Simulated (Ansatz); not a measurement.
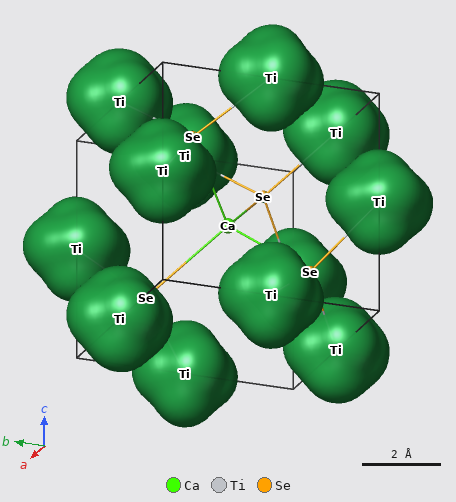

*CaTi3Se4. Isosurface of the magnetisation density (up minus down) at +0.04 e/Å³ (green), seen at an oblique angle. Sticks mark near contacts.*

Space group P-43m; a structure generated by program, which may or may not match a known phase; spin-polarised.

All numbers below come from DFT PBE, scalar-relativistic, plane waves, PAW in Ansatz 0.2.0.

Which atoms carry the moments, and with what signs?

The spin density sits on Ti: +1.4 μB (×3) in one cell of 8 atoms, with smaller moments on other sites: Ca (up to +0.06 μB): parallel main moments (a ferromagnetic arrangement) in this solution. The cell of the calculation (8 atoms) carries 6.0 μB of net spin moment.
